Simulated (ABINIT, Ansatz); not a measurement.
# CaC2 (Immm): G0W0 with ABINIT, start to end, part 2 of 3

Aim: the G0W0 gap of CaC2 (Immm) on PBEsol, step by step.

ABINIT 10.8.3; PBEsol and many-body steps on it, plane waves. Known limits of the many-body steps: not at the basis limit; coarse k mesh.

So far. Step 2 (Ground state): The gap is indirect, with the least direct gap 0.26 eV higher.

## (3) Bands along the symmetry lines

Level of this step: DFT, PBEsol, plane waves, norm-conserving pseudopotentials (ABINIT).

The cheap functional maps the bands first; the places of the edges decide which points the dearer methods must see.

File run.abi:

```
acell 3*1.0 Angstrom
rprim 
  -1.894876555000 2.443261230000 2.680131180000
  1.894876555000 -2.443261230000 2.680131180000
  1.894876555000 2.443261230000 -2.680131180000
ntypat 2
znucl 20 6
natom 3
typat 1 2 2
xred 
  0.000000000000 0.000000000000 0.000000000000
  0.371239070000 0.500000000000 0.871239070000
  0.628760930000 0.500000000000 0.128760930000
pp_dirpath "pseudos"
pseudos "Ca.upf, C.upf"
ecut 37
iscf -2
irdden 1
kptopt 0
nkpt 92
kpt 
  0.00000000 0.00000000 0.00000000
  0.06250000 0.06250000 -0.06250000
  0.12500000 0.12500000 -0.12500000
  0.18750000 0.18750000 -0.18750000
  0.25000000 0.25000000 -0.25000000
  0.31250000 0.31250000 -0.31250000
  0.37500000 0.37500000 -0.37500000
  0.43750000 0.43750000 -0.43750000
  0.50000000 0.50000000 -0.50000000
  0.48437067 0.51562933 -0.48437067
  0.46874135 0.53125865 -0.46874135
  0.45311202 0.54688798 -0.45311202
  0.43748270 0.56251731 -0.43748270
  0.42185337 0.57814663 -0.42185337
  0.40622404 0.59377596 -0.40622404
  0.39059472 0.60940528 -0.39059472
  0.37496539 0.62503461 -0.37496539
  -0.37496539 0.37496539 0.37496539
  -0.32809472 0.32809472 0.32809472
  -0.28122404 0.28122404 0.28122404
  -0.23435337 0.23435337 0.23435337
  -0.18748270 0.18748270 0.18748270
  -0.14061202 0.14061202 0.14061202
  -0.09374135 0.09374135 0.09374135
  -0.04687067 0.04687067 0.04687067
  0.00000000 0.00000000 0.00000000
  0.05722034 -0.05722034 0.05722034
  0.11444069 -0.11444069 0.11444069
  0.17166103 -0.17166103 0.17166103
  0.22888138 -0.22888138 0.22888138
  0.28610172 -0.28610172 0.28610172
  0.34332207 -0.34332207 0.34332207
  0.40054241 -0.40054241 0.40054241
  0.45776276 -0.45776276 0.45776276
  0.54223724 0.45776276 -0.45776276
  0.53695758 0.46304241 -0.46304241
  0.53167793 0.46832207 -0.46832207
  0.52639828 0.47360172 -0.47360172
  0.52111862 0.47888138 -0.47888138
  0.51583896 0.48416104 -0.48416104
  0.51055931 0.48944069 -0.48944069
  0.50527966 0.49472035 -0.49472035
  0.50000000 0.50000000 -0.50000000
  0.00000000 0.00000000 0.00000000
  0.00000000 0.06250000 0.00000000
  0.00000000 0.12500000 0.00000000
  0.00000000 0.18750000 0.00000000
  0.00000000 0.25000000 0.00000000
  0.00000000 0.31250000 0.00000000
  0.00000000 0.37500000 0.00000000
  0.00000000 0.43750000 0.00000000
  0.00000000 0.50000000 0.00000000
  0.03125000 0.46875000 0.03125000
  0.06250000 0.43750000 0.06250000
  0.09375000 0.40625000 0.09375000
  0.12500000 0.37500000 0.12500000
  0.15625000 0.34375000 0.15625000
  0.18750000 0.31250000 0.18750000
  0.21875000 0.28125000 0.21875000
  0.25000000 0.25000000 0.25000000
  0.28125000 0.21875000 0.21875000
  0.31250000 0.18750000 0.18750000
  0.34375000 0.15625000 0.15625000
  0.37500000 0.12500000 0.12500000
  0.40625000 0.09375000 0.09375000
  0.43750000 0.06250000 0.06250000
  0.46875000 0.03125000 0.03125000
  0.50000000 0.00000000 0.00000000
  0.43750000 0.00000000 0.00000000
  0.37500000 0.00000000 0.00000000
  0.31250000 0.00000000 0.00000000
  0.25000000 0.00000000 0.00000000
  0.18750000 0.00000000 0.00000000
  0.12500000 0.00000000 0.00000000
  0.06250000 0.00000000 0.00000000
  0.00000000 0.00000000 0.00000000
  0.00000000 0.00000000 0.06250000
  0.00000000 0.00000000 0.12500000
  0.00000000 0.00000000 0.18750000
  0.00000000 0.00000000 0.25000000
  0.00000000 0.00000000 0.31250000
  0.00000000 0.00000000 0.37500000
  0.00000000 0.00000000 0.43750000
  0.00000000 0.00000000 0.50000000
  0.03125000 0.03125000 0.46875000
  0.06250000 0.06250000 0.43750000
  0.09375000 0.09375000 0.40625000
  0.12500000 0.12500000 0.37500000
  0.15625000 0.15625000 0.34375000
  0.18750000 0.18750000 0.31250000
  0.21875000 0.21875000 0.28125000
  0.25000000 0.25000000 0.25000000
istwfk *1
nband 16
nbdbuf 2
tolwfr 1e-08
nstep 40
prtwf 0
prtvol 0
indata_prefix "in"
outdata_prefix "out"
tmpdata_prefix "tmp"
```

Launch:

```
$ OMP_NUM_THREADS=1 mpirun -n 4 abinit run.abi > log
```

Numbers of over 12 decimals in the logs are rounded to 6 here.

Log:

```text
.Version 10.8.3 of ABINIT. v10.8.2 released Aug 2026.

 Symmetries : space group Im m m (# 71); Bravais oI (body-center ortho.)
[... echo of the input left out ...]
== DATASET  1 ==================================================================
-   mpi_nproc: 4, omp_nthreads: 1 (-1 if OMP is not activated)

--- !DatasetInfo
iteration_state: {dtset: 1, }
dimensions: {natom: 3, nkpt: 92, mband: 16, nsppol: 1, nspinor: 1, nspden: 1, mpw: 3630, }
cutoff_energies: {ecut:  37.0, pawecutdg:  -1.0, }
electrons: {nelect:   1.80000000E+01, charge:   0.00000000E+00, occopt:   1.00000000E+00, tsmear:   1.00000000E-02, }

 Real(R)+Recip(G) space primitive vectors, cartesian coordinates (Bohr,Bohr^-1):
 R(1)= -3.5807977  4.6170946  5.0647139  G(1)=  0.0000000  0.1082932  0.0987223
 R(2)=  3.5807977 -4.6170946  5.0647139  G(2)=  0.1396337  0.0000000  0.0987223
 R(3)=  3.5807977  4.6170946 -5.0647139  G(3)=  0.1396337  0.1082932  0.0000000
 Unit cell volume ucvol=  3.3493727E+02 bohr^3
 Angles (23,13,12)=  1.24827126E+02  1.06674293E+02  9.81616827E+01 degrees

 getcut: wavevector=  0.0000  0.0000  0.0000  ngfft=  45  45  45
         ecut(hartree)=     37.000   => boxcut(ratio)=   2.07875

--- Pseudopotential description ------------------------------------------------
- Ca Generated using ONCVPSP code by D. R. Hamann
- 20.00000  10.00000  180301                  znucl, zion, pspdat
12 -116133 2 -1 1746                          pspcod,pspxc,lmax,lloc,mmax
     nproj     2     2     2
  pspatm : epsatm=   12.46101000
         --- l  ekb(1:nproj) -->
             0   10.054847    0.973777
             1    2.998958    0.458102
             2   -3.447298   -1.091650
 pspatm: atomic psp has been read  and splines computed

- C Generated using ONCVPSP code by D. R. Hamann
-  6.00000   4.00000  180301                  znucl, zion, pspdat
12 -116133 1 -1 1248                          pspcod,pspxc,lmax,lloc,mmax
     nproj     2     2     0
  pspatm : epsatm=    4.34909242
         --- l  ekb(1:nproj) -->
[...]
pspatm: atomic psp has been read  and splines computed

--------------------------------------------------------------------------------

================================================================================
 prteigrs : about to open file out_EIG
 Non-SCF case, kpt    1 (  0.00000  0.00000  0.00000), residuals and eigenvalues=
  4.07E-09  2.88E-09  7.82E-09  7.65E-09  6.53E-09  6.86E-09  5.07E-09  5.62E-09
  6.19E-09  6.94E-09  6.61E-09  3.25E-09  3.53E-09  9.16E-09  2.09E-07  1.09E-04
 -1.3228E+00 -6.2796E-01 -6.2776E-01 -6.2370E-01 -3.6151E-01  6.5258E-03
  8.2810E-03  7.0143E-02  7.9588E-02  1.7519E-01  2.2160E-01  2.9386E-01
  3.0537E-01  3.2761E-01  4.1745E-01  4.5844E-01
 Non-SCF case, kpt    2 (  0.06250  0.06250 -0.06250), residuals and eigenvalues=
  7.62E-09  6.86E-09  6.48E-09  4.43E-09  8.36E-09  3.22E-09  4.34E-09  4.15E-09
[...]
3.0939E-01  3.3451E-01  4.1713E-01  4.5102E-01
 Non-SCF case, kpt    3 (  0.12500  0.12500 -0.12500), residuals and eigenvalues=
[...]
3.2019E-01  3.5539E-01  4.1751E-01  4.3246E-01
[...]
Non-SCF case, kpt   91 (  0.21875  0.21875  0.28125), residuals and eigenvalues=
[...]
Non-SCF case, kpt   92 (  0.25000  0.25000  0.25000), residuals and eigenvalues=
[...]
-1.3223E+00 -6.2971E-01 -6.2901E-01 -6.2890E-01 -3.4542E-01 -3.2054E-02
  1.9566E-02  2.2769E-02  6.8588E-02  2.2718E-01  2.4913E-01  3.1832E-01
[...]
--- !ResultsGS
iteration_state: {dtset: 1, }
comment   : Summary of ground state results
lattice_vectors:
- [ -3.5807977,   4.6170946,   5.0647139, ]
- [  3.5807977,  -4.6170946,   5.0647139, ]
- [  3.5807977,   4.6170946,  -5.0647139, ]
lattice_lengths: [   7.73246,    7.73246,    7.73246, ]
lattice_angles: [124.827, 106.674,  98.162, ] # degrees, (23, 13, 12)
lattice_volume:   3.3493727E+02
convergence: {deltae:  0.000E+00, res2:  0.000E+00, residm:  9.983E-09, diffor:  0.000E+00, }
etotal    :  -5.06437868E+01
entropy   :   0.00000000E+00
fermie    :   8.90988714E-02
cartesian_stress_tensor: null
pressure_GPa: null
xred      :
- [  0.0000E+00,   0.0000E+00,   0.0000E+00, Ca]
- [  3.7124E-01,   5.0000E-01,   8.7124E-01,  C]
- [  6.2876E-01,   5.0000E-01,   1.2876E-01,  C]
cartesian_forces: null
force_length_stats: {min: null, max: null, mean: null, }

 Integrated electronic density in atomic spheres:
 ------------------------------------------------
 Atom  Sphere_radius  Integrated_density
[...]
================================================================================

 ----iterations are completed or convergence reached----

 Mean square residual over all n,k,spin=   60.611E-10; max=  99.832E-10
 reduced coordinates (array xred) for    3 atoms
[...]
0.371239070000      0.500000000000      0.871239070000
       0.628760930000      0.500000000000      0.128760930000

 cartesian coordinates (angstrom) at end:
[...]
2      1.894877     1.814068    -0.000000
    3     -0.000000     0.629193     2.680131
 length scales=  1.889726125908  1.889726125908  1.889726125908 bohr
              =  1.000000000000  1.000000000000  1.000000000000 angstroms
 prteigrs : about to open file out_EIG
 Eigenvalues (hartree) for nkpt=  92  k points:
 kpt#   1, nband= 16, wtk=  1.00000, kpt=  0.0000  0.0000  0.0000 (reduced coord)
[...]
kpt#   2, nband= 16, wtk=  1.00000, kpt=  0.0625  0.0625 -0.0625 (reduced coord)
[...]
kpt#   3, nband= 16, wtk=  1.00000, kpt=  0.1250  0.1250 -0.1250 (reduced coord)
[...]
kpt#  91, nband= 16, wtk=  1.00000, kpt=  0.2188  0.2188  0.2813 (reduced coord)
[...]
kpt#  92, nband= 16, wtk=  1.00000, kpt=  0.2500  0.2500  0.2500 (reduced coord)
  -1.32231   -0.62971   -0.62901   -0.62890   -0.34542   -0.03205    0.01957    0.02277
   0.06859    0.22718    0.24913    0.31832    0.37090    0.39078    0.41272    0.42384

== END DATASET(S) ==============================================================
================================================================================

 -outvars: echo values of variables after computation  --------
            nband          16
             nkpt          92
          spgroup          71
 [... the other variables as echoed above ...]

 Calculation completed.
```

Wall time 38 s (4 MPI ranks of Arm Neoverse V1, shared host); peak memory 0.33 GiB.

Numbers from this step:

```yaml
gap: 2.293 eV
k_of_the_valence_top: 0.2861, -0.2861, 0.2861
k_of_the_conduction_bottom: 0, 0, 0
least_direct_gap: 2.601 eV
```

The gap is 2.293 eV, −0.049 eV from the run before at this level.

The electronic bands at the labelled points (eV, zero at the top of the highest filled band):

| point | band 6 | band 7 | band 8 | band 9 | band 10 | band 11 | band 12 | band 13 |
| --- | --- | --- | --- | --- | --- | --- | --- | --- |
| Γ | -2.30 | -2.25 | -0.57 | -0.31 | 2.29 | 3.56 | 5.52 | 5.84 |
| X | -3.41 | -2.21 | -1.08 | -0.89 | 4.30 | 4.81 | 6.65 | 7.24 |
| F2 | -3.45 | -1.98 | -1.70 | -0.73 | 5.17 | 5.54 | 5.77 | 6.34 |
| jump to Σ0 | -3.45 | -1.98 | -1.70 | -0.73 | 5.17 | 5.54 | 5.77 | 6.34 |
| Γ | -2.30 | -2.25 | -0.57 | -0.31 | 2.29 | 3.56 | 5.52 | 5.84 |
| Y0 | -3.48 | -2.19 | -0.98 | -0.90 | 4.33 | 4.90 | 6.50 | 7.22 |
| jump to U0 | -3.48 | -2.19 | -0.98 | -0.90 | 4.33 | 4.90 | 6.50 | 7.22 |
| X | -3.41 | -2.21 | -1.08 | -0.89 | 4.30 | 4.81 | 6.65 | 7.24 |
| jump to Γ | -2.30 | -2.25 | -0.57 | -0.31 | 2.29 | 3.56 | 5.52 | 5.84 |
| R | -3.35 | -2.81 | -1.29 | -0.79 | 4.31 | 6.14 | 6.57 | 7.07 |
| W | -3.35 | -1.94 | -1.85 | -0.61 | 3.71 | 4.31 | 6.19 | 7.62 |
| S | -4.32 | -1.67 | -1.01 | -0.20 | 4.71 | 5.38 | 6.19 | 6.73 |
| Γ | -2.30 | -2.25 | -0.57 | -0.31 | 2.29 | 3.56 | 5.52 | 5.84 |
| T | -3.45 | -1.43 | -1.17 | -0.71 | 2.53 | 3.79 | 6.96 | 7.05 |
| W | -3.35 | -1.94 | -1.85 | -0.61 | 3.71 | 4.31 | 6.19 | 7.62 |

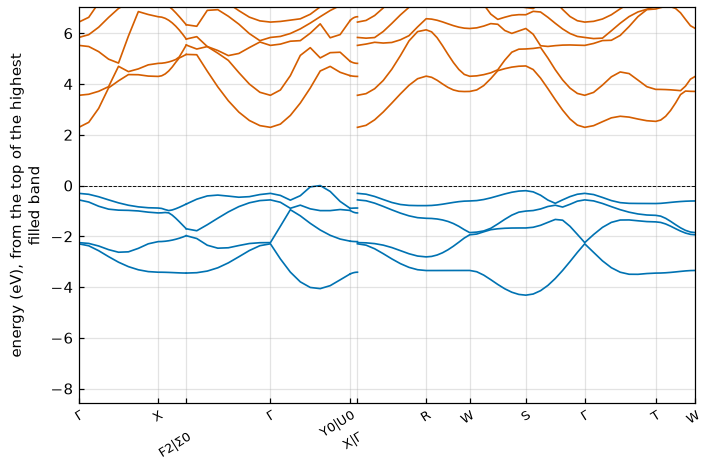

Electronic bands along the path; lines of filled and empty bands in two colours.

## (4) Empty states on the mesh, 4×4×4 mesh, 37 bands

The sums over transitions need many empty states on a uniform mesh; this step solves for them.

File run.abi:

```
acell 3*1.0 Angstrom
rprim 
  -1.894876555000 2.443261230000 2.680131180000
  1.894876555000 -2.443261230000 2.680131180000
  1.894876555000 2.443261230000 -2.680131180000
ntypat 2
znucl 20 6
natom 3
typat 1 2 2
xred 
  0.000000000000 0.000000000000 0.000000000000
  0.371239070000 0.500000000000 0.871239070000
  0.628760930000 0.500000000000 0.128760930000
pp_dirpath "pseudos"
pseudos "Ca.upf, C.upf"
ecut 37
ngkpt 4 4 4
nshiftk 1
shiftk 0 0 0
kptopt 1
chksymbreak 0
iscf -2
irdden 1
istwfk *1
nband 37
nbdbuf 4
tolwfr 1e-09
nstep 60
prtvol 0
indata_prefix "in"
outdata_prefix "out"
tmpdata_prefix "tmp"
```

Log:

```text
.Version 10.8.3 of ABINIT. v10.8.2 released Aug 2026.

 Symmetries : space group Im m m (# 71); Bravais oI (body-center ortho.)
[... echo of the input left out ...]
== DATASET  1 ==================================================================
-   mpi_nproc: 4, omp_nthreads: 1 (-1 if OMP is not activated)

--- !DatasetInfo
iteration_state: {dtset: 1, }
dimensions: {natom: 3, nkpt: 18, mband: 37, nsppol: 1, nspinor: 1, nspden: 1, mpw: 3625, }
cutoff_energies: {ecut:  37.0, pawecutdg:  -1.0, }
electrons: {nelect:   1.80000000E+01, charge:   0.00000000E+00, occopt:   1.00000000E+00, tsmear:   1.00000000E-02, }

 Real(R)+Recip(G) space primitive vectors, cartesian coordinates (Bohr,Bohr^-1):
 R(1)= -3.5807977  4.6170946  5.0647139  G(1)=  0.0000000  0.1082932  0.0987223
 R(2)=  3.5807977 -4.6170946  5.0647139  G(2)=  0.1396337  0.0000000  0.0987223
 R(3)=  3.5807977  4.6170946 -5.0647139  G(3)=  0.1396337  0.1082932  0.0000000
 Unit cell volume ucvol=  3.3493727E+02 bohr^3
 Angles (23,13,12)=  1.24827126E+02  1.06674293E+02  9.81616827E+01 degrees

 getcut: wavevector=  0.0000  0.0000  0.0000  ngfft=  45  45  45
         ecut(hartree)=     37.000   => boxcut(ratio)=   2.07875

--- Pseudopotential description ------------------------------------------------
- Ca Generated using ONCVPSP code by D. R. Hamann
- 20.00000  10.00000  180301                  znucl, zion, pspdat
12 -116133 2 -1 1746                          pspcod,pspxc,lmax,lloc,mmax
     nproj     2     2     2
  pspatm : epsatm=   12.46101000
         --- l  ekb(1:nproj) -->
             0   10.054847    0.973777
             1    2.998958    0.458102
             2   -3.447298   -1.091650
 pspatm: atomic psp has been read  and splines computed

- C Generated using ONCVPSP code by D. R. Hamann
-  6.00000   4.00000  180301                  znucl, zion, pspdat
12 -116133 1 -1 1248                          pspcod,pspxc,lmax,lloc,mmax
     nproj     2     2     0
  pspatm : epsatm=    4.34909242
         --- l  ekb(1:nproj) -->
[...]
pspatm: atomic psp has been read  and splines computed

--------------------------------------------------------------------------------

================================================================================
 prteigrs : about to open file out_EIG
 Non-SCF case, kpt    1 (  0.00000  0.00000  0.00000), residuals and eigenvalues=
  2.78E-10  1.77E-10  3.11E-10  2.23E-10  1.88E-10  7.38E-10  6.81E-10  7.89E-10
  1.78E-10  4.63E-10  6.31E-10  3.04E-10  3.11E-10  4.01E-10  4.65E-10  2.76E-10
  1.88E-10  7.12E-10  7.38E-10  5.56E-10  8.17E-10  5.94E-10  4.50E-10  6.98E-10
[...]
3.92E-10  1.94E-07  1.64E-07  1.12E-06  6.21E-06
 -1.3228E+00 -6.2796E-01 -6.2776E-01 -6.2370E-01 -3.6151E-01  6.5258E-03
  8.2810E-03  7.0143E-02  7.9588E-02  1.7519E-01  2.2160E-01  2.9386E-01
  3.0537E-01  3.2761E-01  4.1745E-01  4.5802E-01  4.8907E-01  4.9396E-01
  6.1125E-01  6.5102E-01  6.8703E-01  7.0285E-01  7.6154E-01  7.6943E-01
  8.2167E-01  8.2319E-01  9.6146E-01  9.7798E-01  1.0016E+00  1.0332E+00
  1.1046E+00  1.1404E+00  1.1911E+00  1.2406E+00  1.2681E+00  1.3016E+00
  1.3051E+00
 prteigrs : prtvol=0 or 1, do not print more k-points.

--- !ResultsGS
iteration_state: {dtset: 1, }
comment   : Summary of ground state results
lattice_vectors:
- [ -3.5807977,   4.6170946,   5.0647139, ]
- [  3.5807977,  -4.6170946,   5.0647139, ]
- [  3.5807977,   4.6170946,  -5.0647139, ]
lattice_lengths: [   7.73246,    7.73246,    7.73246, ]
lattice_angles: [124.827, 106.674,  98.162, ] # degrees, (23, 13, 12)
lattice_volume:   3.3493727E+02
convergence: {deltae:  0.000E+00, res2:  0.000E+00, residm:  9.995E-10, diffor:  0.000E+00, }
etotal    :  -5.06437868E+01
entropy   :   0.00000000E+00
fermie    :   8.90988714E-02
cartesian_stress_tensor: null
pressure_GPa: null
xred      :
- [  0.0000E+00,   0.0000E+00,   0.0000E+00, Ca]
- [  3.7124E-01,   5.0000E-01,   8.7124E-01,  C]
- [  6.2876E-01,   5.0000E-01,   1.2876E-01,  C]
cartesian_forces: null
force_length_stats: {min: null, max: null, mean: null, }

 Integrated electronic density in atomic spheres:
 ------------------------------------------------
 Atom  Sphere_radius  Integrated_density
[...]
================================================================================

 ----iterations are completed or convergence reached----

 Mean square residual over all n,k,spin=   49.753E-11; max=  99.948E-11
 reduced coordinates (array xred) for    3 atoms
[...]
0.371239070000      0.500000000000      0.871239070000
       0.628760930000      0.500000000000      0.128760930000

 cartesian coordinates (angstrom) at end:
    1      0.000000     0.000000     0.000000
    2      1.894877     1.814068    -0.000000
    3     -0.000000     0.629193     2.680131
 length scales=  1.889726125908  1.889726125908  1.889726125908 bohr
              =  1.000000000000  1.000000000000  1.000000000000 angstroms
 prteigrs : about to open file out_EIG
 Eigenvalues (hartree) for nkpt=  18  k points:
 kpt#   1, nband= 37, wtk=  0.01563, kpt=  0.0000  0.0000  0.0000 (reduced coord)
[...]
0.48907    0.49396    0.61125    0.65102    0.68703    0.70285    0.76154    0.76943
   0.82167    0.82319    0.96146    0.97798    1.00157    1.03318    1.10464    1.14038
   1.19110    1.24064    1.26815    1.30157    1.30511
 prteigrs : prtvol=0 or 1, do not print more k-points.

== END DATASET(S) ==============================================================
================================================================================

 -outvars: echo values of variables after computation  --------
            nband          37
             nkpt          18
          spgroup          71
 [... the other variables as echoed above ...]

 Calculation completed.
```

Wall time 16 s (4 MPI ranks); peak memory 0.29 GiB.

This step gave:

```yaml
gap: 2.291 eV
k_of_the_valence_top: 0.25, -0.25, 0.25
k_of_the_conduction_bottom: 0, 0, 0
least_direct_gap: 2.601 eV
k_points_computed: 18
lowest_point_of_the_top_converged_band_above_the_valence_top: 27.37 eV
```

On this mesh the gap is 2.291 eV.

(Part 2 of 3 ends here.)

[Paths, hosts, dates, memory and timing lines, banners, echoed tables and standing remarks are left out of the program output.]

[Logs are printed without paths, hosts, clocks, repeated set-up lines and the standing remarks that a program may print on its own settings, such as how far it seeks lower states.]

[Runs of the session that timed out or met a known fault of the program may be left out.]

[Hosts, paths, dates, database ids (printed as entryN), source tags and the programs' standing remarks are cut or masked in the printed files.]

[G0W0 gaps are taken among the corrected bands and points alone; a level outside them can change the order at an edge.]

[Where Ansatz stands beside ABINIT at settings called matched, ABINIT's density can come from a denser mesh and the files from another edition; pairs whose starting gaps differed by over 0.03 eV were left out, so agreement reads better than it is.]
